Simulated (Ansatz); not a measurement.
# BrClF₂Hf···NH₃: what the fields show

```xyz
9

Hf    0.2411    0.5406   -0.4685
N    -0.0087    0.1386    2.8908
H    -0.7813   -0.2615    3.4407
H     0.8643   -0.2309    3.2905
F     1.6526   -0.0068   -1.6195
Cl   -1.3172    1.6591   -1.8088
F    -0.6109   -1.1092   -0.0139
Br    1.3596    2.4373    1.0306
H     0.0218    1.1655    3.0755
```

Core potentials replace the inner electrons of Hf; not at a stationary point (largest force 1.3 eV/Å).

All numbers below come from RKS PBE-D4/def2-SVP in Ansatz 0.2.0.

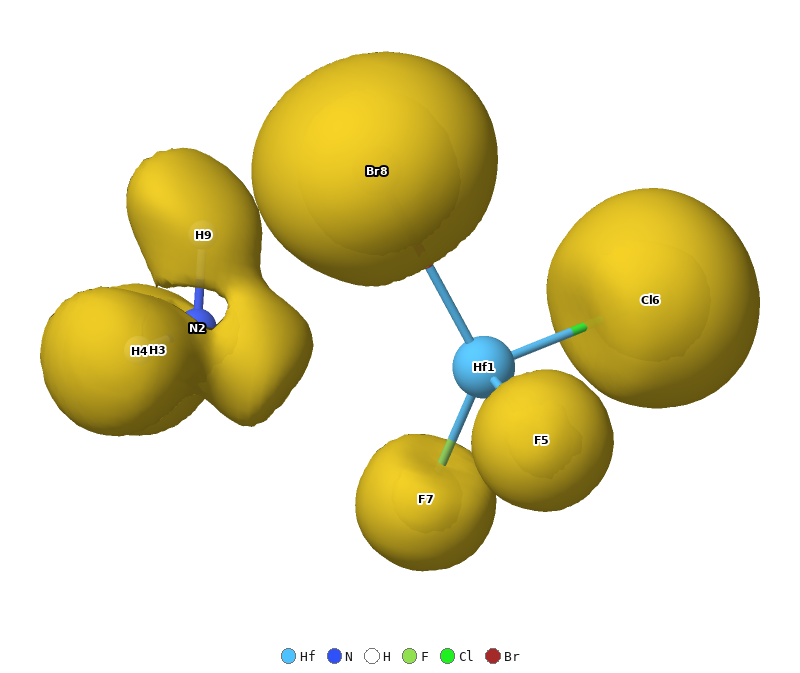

Figure 1. Isosurface of the ELF at 0.75 (yellow), seen at a tilt. Only the valence region is drawn (cores and ρ < 0.01 e/Å³ removed).

> What do the ELF domains correspond to?

The surface consists of one region wrapped around Br (its valence shell), one region wrapped around Cl (its valence shell), two regions wrapped around F (the valence shell of each) and one joined region spread over several atoms (H, N), in which their bonds and any lone pairs are merged.


Hf1···N2 (3.39 Å): the ELF dips to about 0.05 between them. Hf–F (1.90 Å): the ELF peaks at about 0.85 in the valence shell of F, 0.5 Å from its nucleus, and drops to about 0.20 between the two atoms.

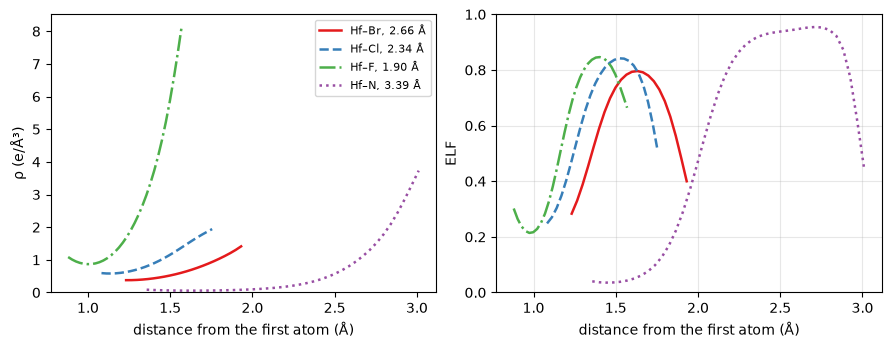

Figure 2. Electron density and electron localisation function along straight lines between neighbouring atoms. The curves leave out the atomic cores.

> What can be read from the curves?

Hf–Br (2.66 Å): ρ at the midpoint is about 0.4 e/Å³; the ELF peaks at about 0.80 in the valence shell of Br, 1.0 Å from its nucleus, and is about 0.45 at the midpoint.
Hf–Cl (2.34 Å): the density is about 0.59 e/Å³ at the midpoint; the ELF peaks at about 0.85 in the valence shell of Cl, 0.8 Å from its nucleus, and is about 0.35 at the midpoint.
Hf–F (1.90 Å): ρ is about 0.91 e/Å³ halfway; the ELF peaks at about 0.85 in the valence shell of F, 0.5 Å from its nucleus, and drops to about 0.20 between the two atoms.
Hf1···N2 (3.39 Å): the density falls to about 0.06 e/Å³ on the way; the ELF dips to about 0.05 between them.

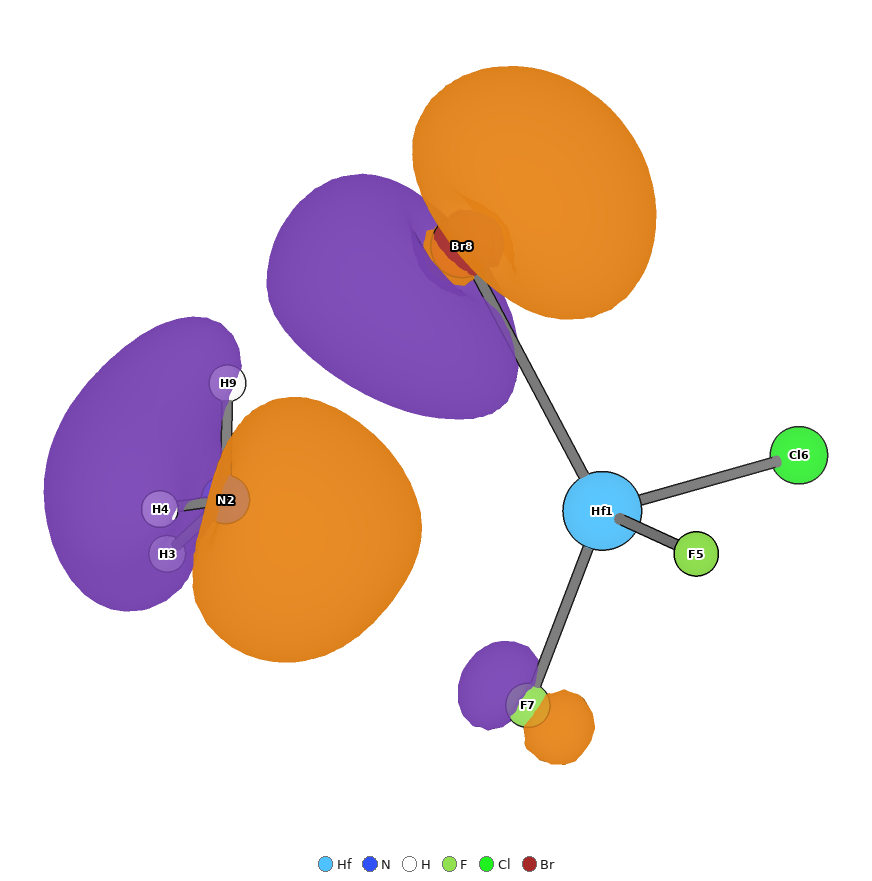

Figure 3. One frontier orbital at ±0.08 Å⁻³ᐟ² (orange and purple are the two phases), seen at a tilt.

> Which orbital is it: HOMO or LUMO?

The HOMO, at −6.67 eV. Its weight (Hirshfeld) is mainly on N2 (about 50 %) and Br8 (about 35 %); largely a combination of lone pairs on N2 and Br8.
